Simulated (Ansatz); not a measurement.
# C₂H₇BOSi: an energy map over angle C1–O2–B3 and dihedral C1–O2–B3–C4, part 2 of 2

Aim: map the energy of C₂H₇BOSi, SMILES COB1C[SiH2]1 over two coordinates, and find its wells, ridges and stiffness.

Ansatz 0.2.0; RKS CAM-B3LYP-D4/def2-SVP.

### Step 4. Point angle C1–O2–B3 = 123.7°, dihedral C1–O2–B3–C4 = −180°

input.yaml

```yaml
crystal:
  periodic: [false, false, false]
  atoms:
    - { symbol: C, position_ang: [-1.99796, 1.034766, 0.215937] }
    - { symbol: O, position_ang: [-1.364042, -0.222825, 0.090731] }
    - { symbol: B, position_ang: [-0.051014, -0.377799, -0.015448] }
    - { symbol: C, position_ang: [0.970001, -1.536246, -0.162903] }
    - { symbol: Si, position_ang: [1.823467, 0.183364, -0.121077] }
    - { symbol: H, position_ang: [-1.259918, 1.851157, 0.212224] }
    - { symbol: H, position_ang: [-2.567394, 1.055628, 1.156281] }
    - { symbol: H, position_ang: [-2.698859, 1.166236, -0.620936] }
    - { symbol: H, position_ang: [0.977901, -2.097428, -1.108359] }
    - { symbol: H, position_ang: [1.113821, -2.206067, 0.697066] }
    - { symbol: H, position_ang: [2.658364, 0.471513, 1.072997] }
    - { symbol: H, position_ang: [2.474166, 0.623289, -1.381604] }
basis:
  gaussian: { orbitals: def2-SVP }
hamiltonian:
  xc: { name: CAM-B3LYP }
  dispersion: d4
output:
  forces: true
```

Command:

```console
ansatz run input.yaml --threads 1 --pin off --max-ram 2560MiB --backend cpu --events-out ev --progress --plain --runs-dir out
```

What it wrote, cut to the lines that bear on the results:

```text
Warning: RAYON_NUM_THREADS=1 ignored (pool sized by the plan → 1); use --threads N
[...]
Functional definition: CAM-B3LYP
[...]
1095 factors; integrals over basis functions are off by at most 1.4e-3 eV
362 factors; integrals over basis functions are off by at most 8.4e-6 eV
[...]
mean field -12779.90872900 eV, -469.6529832576 hartree, gradient 4.7e-5 eV, S^2 0.000000; 0 other end points of the search recorded, 0 dependent functions left out
[...]
reference -12779.90886160 eV, -469.6529881303 hartree; 23, 23 occupied and 86, 86 virtual orbitals, 1095 factors
Total energy: -12780.10094232 eV, -469.6600469665 hartree
Atom 0 at    -1.997960     1.034766     0.215937 Å, force    -0.001210     0.000910    -0.000169 eV/Å
Atom 1 at    -1.364042    -0.222825     0.090731 Å, force     0.001275     0.000465     0.001418 eV/Å
Atom 2 at    -0.051014    -0.377799    -0.015448 Å, force     0.000953    -0.001460    -0.000475 eV/Å
Atom 3 at     0.970001    -1.536246    -0.162903 Å, force    -0.000941    -0.000850    -0.000639 eV/Å
Atom 4 at     1.823467     0.183364    -0.121077 Å, force     0.000324     0.000628     0.000288 eV/Å
Atom 5 at    -1.259918     1.851157     0.212224 Å, force    -0.000086    -0.000787    -0.000385 eV/Å
Atom 6 at    -2.567394     1.055628     1.156281 Å, force     0.000145    -0.000242    -0.000322 eV/Å
Atom 7 at    -2.698859     1.166236    -0.620936 Å, force    -0.000037     0.000335    -0.000070 eV/Å
Atom 8 at     0.977901    -2.097428    -1.108359 Å, force     0.000287     0.000533     0.001179 eV/Å
Atom 9 at     1.113821    -2.206067     0.697066 Å, force    -0.000632     0.000019    -0.000548 eV/Å
Atom 10 at     2.658364     0.471513     1.072997 Å, force     0.000081    -0.000125    -0.000070 eV/Å
Atom 11 at     2.474166     0.623289    -1.381604 Å, force    -0.000160     0.000576    -0.000208 eV/Å
Dipole moment:    -0.253605     0.219564     0.032721 e Å
```

Run time: 6.4 s. Hardware: 1 thread of Intel Xeon Platinum 8259CL at 2.50GHz (Skylake/Cascade Lake), shared host; peak memory 0.26 GiB.

On the map this point reads 0 kJ/mol.

### Step 5. Point angle C1–O2–B3 = 147.0°, dihedral C1–O2–B3–C4 = 0°

input.yaml

```yaml
crystal:
  periodic: [false, false, false]
  atoms:
    - { symbol: C, position_ang: [-2.444478, 0.678998, 0.226509] }
    - { symbol: O, position_ang: [-1.364042, -0.222825, 0.090731] }
    - { symbol: B, position_ang: [-0.051014, -0.377799, -0.015448] }
    - { symbol: C, position_ang: [1.220382, 0.51008, -0.053372] }
    - { symbol: Si, position_ang: [1.635198, -1.359222, -0.197759] }
    - { symbol: H, position_ang: [-2.087965, 1.719499, 0.264844] }
    - { symbol: H, position_ang: [-2.993506, 0.442223, 1.149246] }
    - { symbol: H, position_ang: [-3.124703, 0.552533, -0.628009] }
    - { symbol: H, position_ang: [1.507622, 1.036428, 0.868217] }
    - { symbol: H, position_ang: [1.377081, 1.144431, -0.937643] }
    - { symbol: H, position_ang: [2.180698, -1.810297, -1.50346] }
    - { symbol: H, position_ang: [2.357806, -1.961236, 0.951714] }
basis:
  gaussian: { orbitals: def2-SVP }
hamiltonian:
  xc: { name: CAM-B3LYP }
  dispersion: d4
output:
  forces: true
```

Command:

```console
ansatz run input.yaml --threads 1 --pin off --max-ram 2560MiB --backend cpu --events-out ev --progress --plain --runs-dir out
```

What it wrote, cut to the lines that bear on the results:

```text
Warning: RAYON_NUM_THREADS=1 ignored (pool sized by the plan → 1); use --threads N
[...]
[... 1 set-up line as earlier in the session ...]
[...]
1097 factors; integrals over basis functions are off by at most 1.5e-3 eV
362 factors; integrals over basis functions are off by at most 9.1e-6 eV
[...]
mean field -12779.59860051 eV, -469.6415862457 hartree, gradient 7.7e-5 eV, S^2 0.000000; 0 other end points of the search recorded, 0 dependent functions left out
[...]
reference -12779.59873565 eV, -469.6415912120 hartree; 23, 23 occupied and 86, 86 virtual orbitals, 1097 factors
Total energy: -12779.78502975 eV, -469.6484373938 hartree
Atom 0 at    -2.444478     0.678998     0.226509 Å, force     0.994492     0.013016    -0.072287 eV/Å
Atom 1 at    -1.364042    -0.222825     0.090731 Å, force    -0.622632    -1.032957    -0.017388 eV/Å
Atom 2 at    -0.051014    -0.377799    -0.015448 Å, force    -0.629895     0.823274     0.097372 eV/Å
Atom 3 at     1.220382     0.510080    -0.053372 Å, force     0.266970     0.109135    -0.012657 eV/Å
Atom 4 at     1.635198    -1.359222    -0.197759 Å, force    -0.143690    -0.007178     0.009904 eV/Å
Atom 5 at    -2.087965     1.719499     0.264844 Å, force    -0.068375     0.103653     0.011156 eV/Å
Atom 6 at    -2.993506     0.442223     1.149246 Å, force     0.056242    -0.011884    -0.002429 eV/Å
Atom 7 at    -3.124703     0.552533    -0.628009 Å, force     0.055554    -0.011154    -0.007654 eV/Å
Atom 8 at     1.507622     1.036428     0.868217 Å, force     0.030869     0.007709     0.005193 eV/Å
Atom 9 at     1.377081     1.144431    -0.937643 Å, force     0.029366     0.009268    -0.009093 eV/Å
Atom 10 at     2.180698    -1.810297    -1.503460 Å, force     0.015713    -0.001133    -0.001011 eV/Å
Atom 11 at     2.357806    -1.961236     0.951714 Å, force     0.015386    -0.001750    -0.001107 eV/Å
Dipole moment:    -0.406288     0.367595     0.052478 e Å
```

Wall time 7.4 s (1 thread of Intel Xeon Platinum 8259CL at 2.50GHz (Skylake/Cascade Lake), shared host); peak memory 0.26 GiB.

That is 30 kJ/mol from the zero.

### Step 6. The map

56 points were computed. Energies in kJ/mol, from the relaxed molecule at the same level:

```
dihedral C1–O2–B3–C4 (°) ↓, angle C1–O2–B3 (°) →  88.7  100.4  112.0  123.7  135.4  147.0  158.7
                                             135   149     76     42     30     33     42     52
                                              90   122     95     79     68     63     61     61
                                              45   174     82     45     34     37     46     55
                                               0   230     72     17      5     14     30     47
                                             −45   174     83     45     34     37     46     55
                                             −90   122     95     79     68     63     61     61
                                            −135   149     76     41     30     33     41     52
                                            −180   197     65     13      0      8     25     43
```

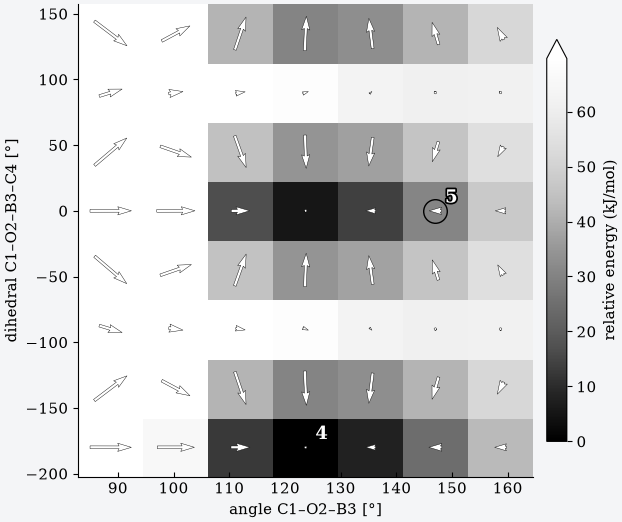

The map; numbers mark the steps of this session that print a point's run. In the figure: one coloured cell a grid point, arrows along the force (downhill), longer where it is stronger, one colour for all values above the top of the scale.

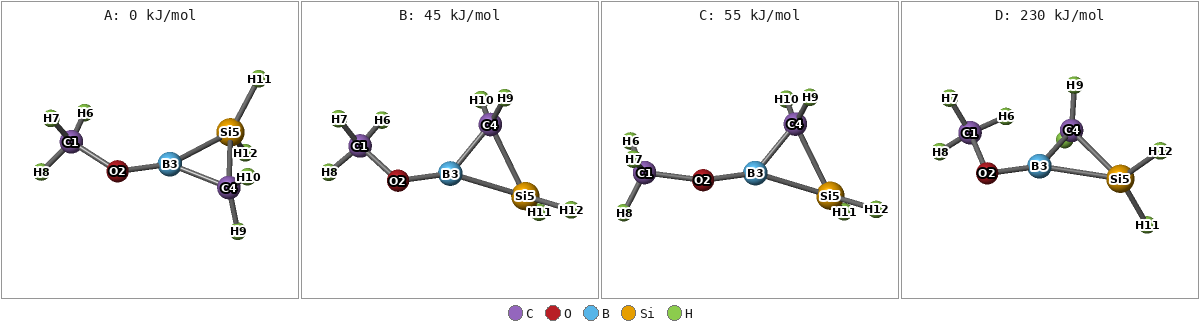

Structures on the grid, at one scale: A at angle C1–O2–B3 = 123.7°, dihedral C1–O2–B3–C4 = −180°; B at angle C1–O2–B3 = 112.0°, dihedral C1–O2–B3–C4 = 45°; C at angle C1–O2–B3 = 158.7°, dihedral C1–O2–B3–C4 = 45°; D at angle C1–O2–B3 = 88.7°, dihedral C1–O2–B3–C4 = 0°.

The dipole moment (D) at each point:

| dihedral C1–O2–B3–C4 (°) ↓, angle C1–O2–B3 (°) → | 88.7 | 100.4 | 112.0 | 123.7 | 135.4 | 147.0 | 158.7 |
| --- | --- | --- | --- | --- | --- | --- | --- |
| 135 | 1.80 | 1.52 | 1.51 | 1.71 | 2.04 | 2.39 | 2.70 |
| 90 | 2.14 | 1.90 | 1.89 | 2.07 | 2.34 | 2.60 | 2.82 |
| 45 | 2.10 | 2.13 | 2.19 | 2.30 | 2.47 | 2.67 | 2.86 |
| 0 | 2.08 | 2.15 | 2.21 | 2.30 | 2.45 | 2.64 | 2.83 |
| −45 | 2.10 | 2.13 | 2.19 | 2.30 | 2.47 | 2.67 | 2.86 |
| −90 | 2.13 | 1.90 | 1.89 | 2.07 | 2.33 | 2.60 | 2.82 |
| −135 | 1.79 | 1.52 | 1.51 | 1.71 | 2.04 | 2.39 | 2.70 |
| −180 | 1.37 | 1.36 | 1.42 | 1.62 | 1.94 | 2.30 | 2.65 |

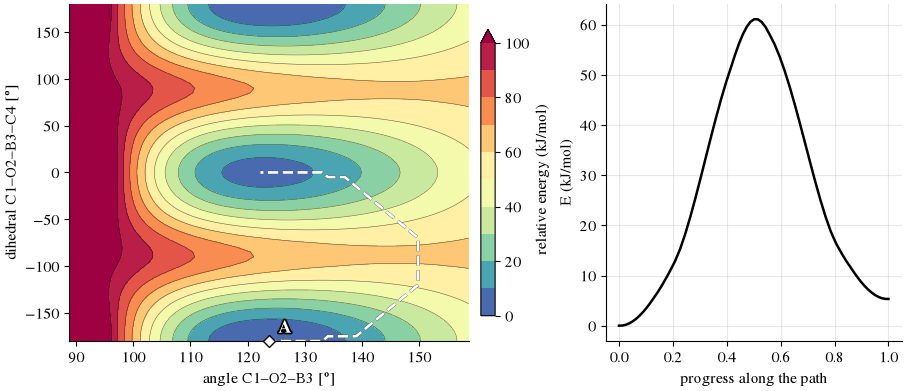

The easiest path on the interpolated surface, from A. Drawn: filled contours, a line along the lowest path, one colour for all values above the top of the scale, the energy along the path at the right.

### Step 7. Outcome

The summary covers parts 1 to 2.

| quantity | value |
| --- | --- |
| lowest point | angle C1–O2–B3 = 123.7°, dihedral C1–O2–B3–C4 = −180°, 0 kJ/mol |
| highest computed point | angle C1–O2–B3 = 88.7°, dihedral C1–O2–B3–C4 = 0°, 230 kJ/mol above the lowest |
| dipole moment (D) | 1.36 at angle C1–O2–B3 = 100.4°, dihedral C1–O2–B3–C4 = −180° to 2.86 at angle C1–O2–B3 = 158.7°, dihedral C1–O2–B3–C4 = 45°; 1.62 at the lowest point |
| time for the whole task | 10 min on 1 thread, shared host |

**Reading.** The lowest computed point is at angle C1–O2–B3 = 123.7°, dihedral C1–O2–B3–C4 = −180°, 0 kJ/mol from the relaxed molecule at the same level. A higher local minimum lies near angle C1–O2–B3 = 123.7°, dihedral C1–O2–B3–C4 = 0° (5 kJ/mol above the lowest at that grid point). The highest computed point, angle C1–O2–B3 = 88.7°, dihedral C1–O2–B3–C4 = 0°, lies 230 kJ/mol above the lowest. On the interpolated surface the easiest way out of the lowest well to the well at angle C1–O2–B3 = 123.7°, dihedral C1–O2–B3–C4 = 0° passes a barrier of about 61 kJ/mol. Round the minimum the two coordinates are nearly uncoupled.
